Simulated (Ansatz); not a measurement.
**SiH4···CH4: density, localisation and related maps**

```json
{"atom": "Si", "x (Å)": "-0.3590", "y (Å)": "0.2888", "z (Å)": "-0.4601"}
{"atom": "C", "x (Å)": "-0.2375", "y (Å)": "-0.1771", "z (Å)": "2.5881"}
{"atom": "H", "x (Å)": "-0.5691", "y (Å)": "-0.5369", "z (Å)": "3.5750"}
{"atom": "H", "x (Å)": "0.3285", "y (Å)": "-0.9774", "z (Å)": "2.0900"}
{"atom": "H", "x (Å)": "0.4085", "y (Å)": "0.7020", "z (Å)": "2.7218"}
{"atom": "H", "x (Å)": "0.8567", "y (Å)": "0.9373", "z (Å)": "0.1205"}
{"atom": "H", "x (Å)": "-0.4768", "y (Å)": "0.6924", "z (Å)": "-1.9018"}
{"atom": "H", "x (Å)": "-0.2347", "y (Å)": "-1.2013", "z (Å)": "-0.3942"}
{"atom": "H", "x (Å)": "-1.5624", "y (Å)": "0.7159", "z (Å)": "0.2740"}
{"atom": "H", "x (Å)": "-1.1196", "y (Å)": "0.1043", "z (Å)": "1.9862"}
```

Not at a stationary point (largest force 0.7 eV/Å).

Level of theory: Ansatz 0.2.0, RKS PBE-D4/6-31G*.

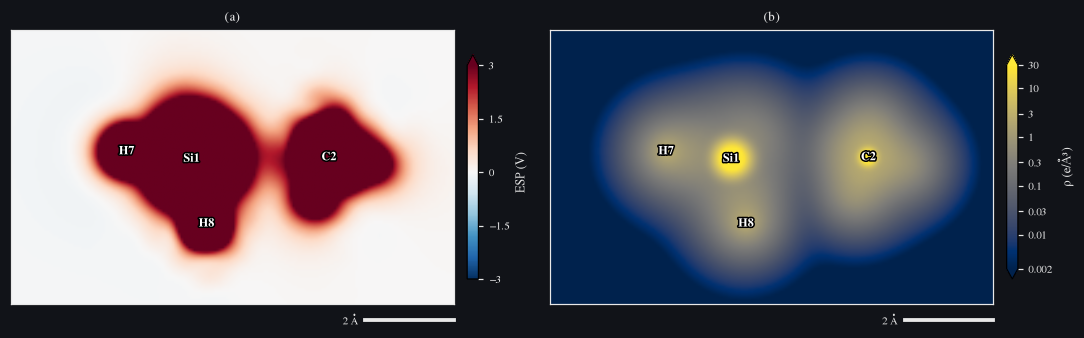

Figure 1. (a) electrostatic potential; (b) total electron density on the plane of atoms H7, Si1 and H8.

Q: Read the bonding off the picture.

A: The plane passes through Si, C and H nuclei.
Si–H (1.50 Å): ρ is about 0.75 e/Å³ halfway.
The potential has no marked negative region in this plane.

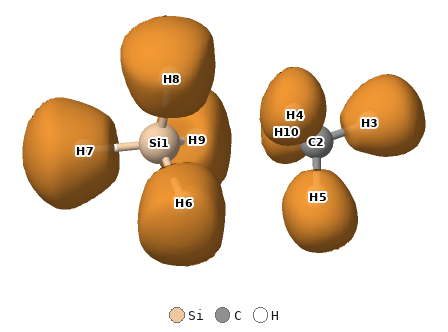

Figure 2. Isosurface of the ELF at 0.9 (orange), seen across its widest extent. Only the valence region is drawn (cores and ρ < 0.01 e/Å³ removed).

Q: Identify the bonds, lone pairs and shells in this picture.

A: The surface consists of eight regions around hydrogen nuclei. Along the contacts the grid gives the following. Si1···H10 (2.57 Å): the ELF dips to about 0.05 between them. C–H (1.10 Å): the ELF climbs to about 1 towards the hydrogen, as it does in any bond to H (an ordinary covalent bond to hydrogen).

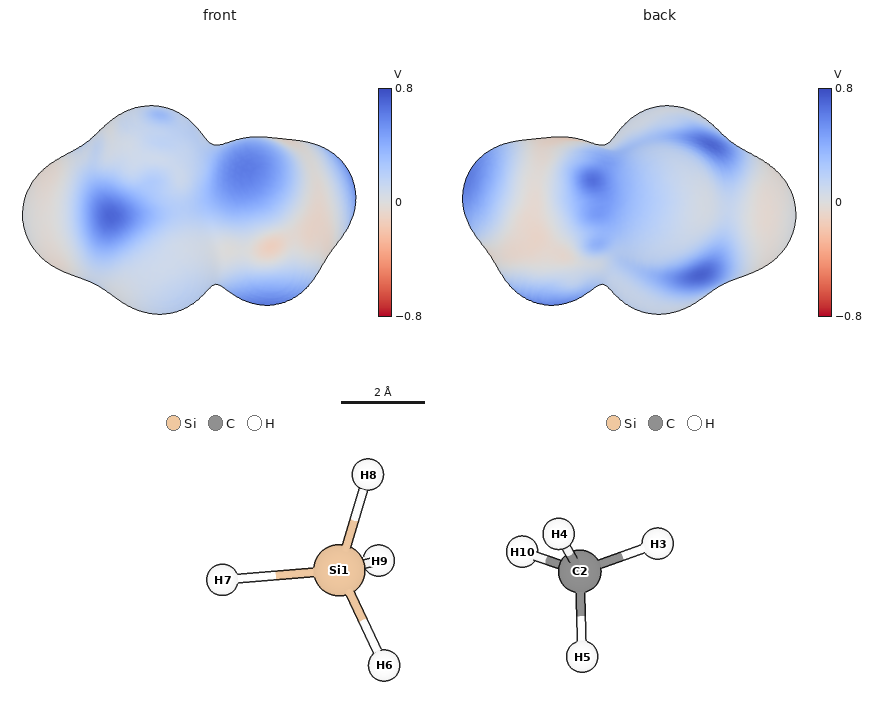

Figure 3. The electrostatic potential painted on the density surface at 0.002 e/bohr³, seen from the front and from behind; the colour scale runs from red (negative) to blue (positive). The bare structure is drawn below in the same view.

Q: Which sites attract a positive test charge, and which a negative one?

A: A positive charge is drawn to the negative regions and a negative charge to the positive ones. The most negative region (about −0.1 V) lies over C2, the most positive (about +0.7 V) over Si1 and H10.
